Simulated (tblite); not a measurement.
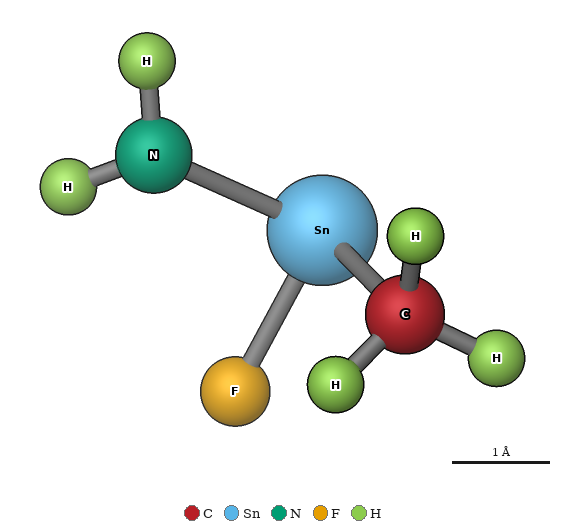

**Figure 1.** The structure as given in the input (ball-and-stick view, seen at a tilt). Sticks mark near contacts.

CH5FNSn: frequency calculation

CH5FNSn, multiplicity 2, SMILES [CH3][Sn]([NH2])[F], computed with GFN1-xTB, R-SCC (tblite 0.8.0).

The geometry was optimised with GFN1-xTB.

What the program printed:
```
E = -15.64604151 Eh, max gradient 9.75e-06 Eh/bohr
mode   frequency/cm^-1   IR/(km/mol)
   1         -85.81          0.090
   2          72.07         20.743
   3          99.70          5.765
   4         111.80          7.374
   5         146.97         26.158
   6         392.69          4.456
   7         442.41         83.017
   8         448.00         20.384
   9         485.01        232.453
  10         512.70        199.088
  11         582.72         58.229
  12         605.62        165.717
  13        1083.13         69.271
  14        1399.88         11.737
  15        1407.51          7.725
  16        1474.99         51.339
  17        3096.16         16.291
  18        3161.25          9.079
  19        3178.37          4.557
  20        3515.40         13.043
  21        3588.37          0.646
imaginary modes: 1, zero-point energy 0.058788 Eh = 1.5997 eV
```

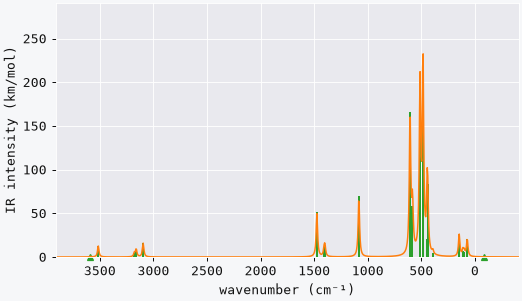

**Figure 2.** Harmonic infrared spectrum, unscaled: sticks (degenerate modes added up, dark ones marked on the axis) with a Lorentzian envelope of 16 cm⁻¹ full width, scaled to the tallest stick; imaginary modes are drawn at negative wavenumbers. 21 modes from 86i to 3588 cm⁻¹, 1 imaginary beyond 8i (86i cm⁻¹): not a clean minimum; so soft a mode can be a shallow saddle, an incomplete relaxation or noise of the force constants. The strongest line is at 485 cm⁻¹ (232 km/mol).

This output came from the following input.

Input file (job.py):
```python
"""GFN1-xTB harmonic vibrations"""
import json
import numpy as np
from tblite.interface import Calculator
from ase.data import atomic_masses

symbols = ["C", "Sn", "N", "F", "H", "H", "H", "H", "H"]
numbers = np.array([6, 50, 7, 9, 1, 1, 1, 1, 1])
positions = np.array([  # bohr
    [-0.639372, 2.808621, -0.641492],
    [-1.319206, -1.421957, -1.467285],
    [0.432687, -2.683460, 1.937691],
    [1.816953, -1.819383, -3.452146],
    [-1.447885, 3.887813, -2.175797],
    [-1.543874, 3.243573, 1.137929],
    [1.387376, 3.040275, -0.540622],
    [-0.614104, -3.211505, 3.430628],
    [1.927426, -3.843977, 1.771097],
])

xtb = Calculator("GFN1-xTB", numbers, positions, charge=0, uhf=1)
xtb.set("verbosity", 0)
xtb.set("accuracy", 0.01)
wfn = xtb.singlepoint()
h = 0.1  # bohr
n = positions.size
H, D = np.zeros((n, n)), np.zeros((n, 3))
for a in range(n):
    g, d = [], []
    for sign in (1, -1):
        x = positions.ravel().copy()
        x[a] += sign * h
        xtb.update(x.reshape(-1, 3))
        y = xtb.singlepoint()
        g.append(y.get('gradient').ravel())
        d.append(y.get('dipole'))
    H[a], D[a] = (g[0] - g[1]) / (2 * h), (d[0] - d[1]) / (2 * h)
mass = np.repeat(atomic_masses[numbers], 3)
H = (H + H.T) / 2 / np.sqrt(np.outer(mass, mass))
# project out translations and rotations
com = positions - atomic_masses[numbers] @ positions / atomic_masses[numbers].sum()
T = [np.tile(v, len(numbers)) for v in np.eye(3)] + [np.cross(com, v).ravel() for v in np.eye(3)]
U, sv, _ = np.linalg.svd((np.array(T) * np.sqrt(mass)).T)
Q = U[:, (sv > 1e-3 * sv.max()).sum():]
w, V = np.linalg.eigh(Q.T @ H @ Q)
freq = np.sign(w) * np.sqrt(np.abs(w)) * 5140.487
inten = (((Q @ V).T / np.sqrt(mass)) @ D) ** 2
inten = inten.sum(axis=1) * 974.88
print(f"E = {wfn.get('energy'):.8f} Eh, max gradient {np.abs(wfn.get('gradient')).max():.2e} Eh/bohr")
print("mode   frequency/cm^-1   IR/(km/mol)")
for i, (v, s) in enumerate(zip(freq, inten), 1):
    print(f"{i:4d} {v:14.2f} {s:14.3f}")
zpe = freq[freq > 0].sum() / 2 / 219474.63
print(f"imaginary modes: {(freq < -10).sum()}, zero-point energy {zpe:.6f} Eh = {zpe * 27.211386:.4f} eV")
out = {k: np.asarray(wfn.get(k)).tolist() for k in ("energy", "gradient", "charges", "dipole", "orbital-energies", "orbital-occupations")}
out.update(symbols=symbols, positions=(positions * 0.529177210903).tolist(), frequencies=freq.tolist(), intensities=inten.tolist(), zpe=zpe)
json.dump(out, open("results.json", "w"))
```

Launch command:
```bash
python job.py
```

Summary:

```json
{"quantity": "outcome", "value": "converged"}
{"quantity": "total energy", "value": "−15.646042 hartree"}
{"quantity": "basis functions", "value": "31"}
{"quantity": "largest force", "value": "0.001 eV/Å"}
{"quantity": "zero-point energy", "value": "0.058788 hartree"}
{"quantity": "dipole moment", "value": "5.15 D"}
{"quantity": "wavenumbers, lowest and highest", "value": "86i and 3588 cm⁻¹"}
{"quantity": "hardware", "value": "1 thread of Intel Xeon @ 2.50GHz (Skylake/Cascade Lake), 189 GiB of memory available, shared host"}
{"quantity": "wall time", "value": "1.1 s"}
{"quantity": "peak memory", "value": "0.068 GiB"}
```

Notes:

Settings chosen away from the usual ones: displacement. These settings are looser than, or depart from, a standard set-up, so the numbers are not reference values for this system. The record of the run, not the program, notes: no spin polarisation.
